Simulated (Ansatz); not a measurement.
# AlHO (singlet): B3LYP, CAM-B3LYP over a scan of the distance O2–H3, 6-31G

How well do these functionals follow the top wave-function level for AlHO (singlet) over a scan of the distance O2–H3?

Computed with Ansatz 0.2.0, Gaussian basis. Level: 6-31G, all electrons in the functionals.

Plan: B3LYP, CAM-B3LYP, at 0.772 Å; 0.846 Å; 0.950 Å; 1.059 Å; 1.177 Å; 1.302 Å; 1.554 Å; 1.726 Å; 2.068 Å; 2.595 Å; 3.294 Å.

29 further runs of the same task are left out: 16 for a known fault of the program, 8 that didn't finish, 5 set aside as unsound or not needed.

### Step 1. The geometry

The geometry derives from a PBE0/def2-TZVP stationary point (not a proven minimum). One bond is set to the value named and the two fragments are kept rigid.

3 atoms, charge 0, spin multiplicity 1.

Atoms are counted from 1 here; the program's logs count them from 0.

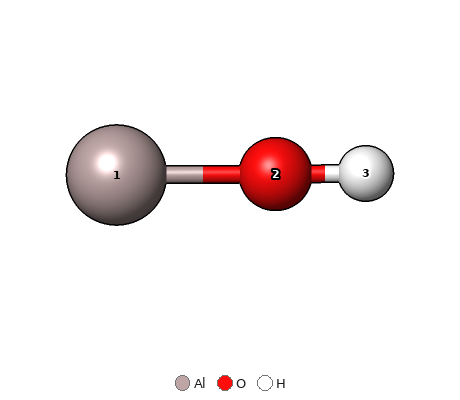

The geometry (aluminium light grey, oxygen red, hydrogen white); atoms are numbered from 1 in the order of the file.

No dispersion term is added. B3LYP takes the VWN-RPA correlation.

The geometry shown and the zero of energy belong to the point 0.950 Å. The yardstick, FCI, and other wave-function levels (R restricted, U unrestricted, valence and pair active spaces) come from earlier runs.

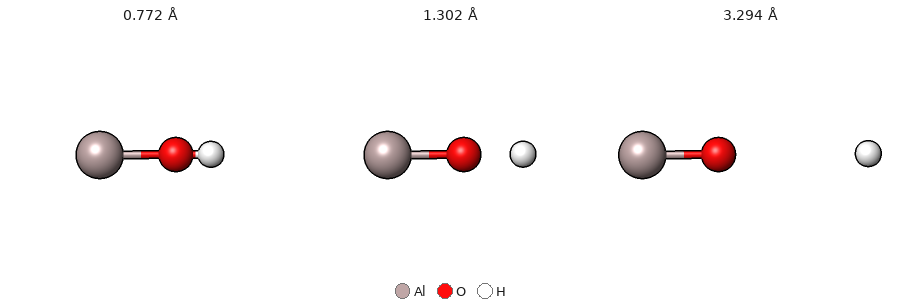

Three points of the scan; sticks are drawn by distance.

### Step 2. B3LYP, 0.772 Å

in.yaml reads:

```yaml
crystal:
  periodic: [false, false, false]
  atoms:
    - {symbol: Al, position_ang: [0.000000, 0.000000, 1.373647]}
    - {symbol: O, position_ang: [0.000000, 0.000000, -0.300823]}
    - {symbol: H, position_ang: [0.000000, 0.000000, -1.072823]}
basis:
  gaussian: {orbitals: 6-31G}
hamiltonian: {xc: {name: B3LYP}}
```

Launch:

```bash
$ ansatz run in.yaml --threads 1 --pin off --events-out ev --progress --plain --max-ram 2393MiB
```

Further steps of the session: B3LYP, 0.846 Å; B3LYP, 0.950 Å; B3LYP, 1.059 Å; B3LYP, 1.177 Å; B3LYP, 1.302 Å; B3LYP, 1.554 Å; B3LYP, 1.726 Å; B3LYP, 2.068 Å; B3LYP, 2.595 Å; B3LYP, 3.294 Å; CAM-B3LYP, 0.772 Å; CAM-B3LYP, 0.846 Å; CAM-B3LYP, 0.950 Å; CAM-B3LYP, 1.059 Å; CAM-B3LYP, 1.177 Å; CAM-B3LYP, 1.302 Å; CAM-B3LYP, 1.554 Å; CAM-B3LYP, 1.726 Å; CAM-B3LYP, 2.068 Å; CAM-B3LYP, 2.595 Å; CAM-B3LYP, 3.294 Å.

Q: Predict the results of all the runs planned. Wanted: span of the FCI curve; largest miss, B3LYP; largest miss, CAM-B3LYP.

The runs gave:

```
               quantity                     value
  span of the FCI curve            104.5 kcal/mol
    largest miss, B3LYP  +11.8 kcal/mol (3.294 Å)
largest miss, CAM-B3LYP  +17.0 kcal/mol (3.294 Å)
```

Of the functionals, B3LYP keep the smallest largest miss at the points compared (at most 11.8 kcal/mol) and CAM-B3LYP strays most (17.0 kcal/mol, at 3.294 Å). B3LYP, CAM-B3LYP clearly break the spin symmetry at some points (⟨S²⟩ up to 1.01 above the pure value), so energy there is bought with a mixed spin. Functionals and the yardstick converge differently with the basis, so part of each miss in 6-31G is the basis.
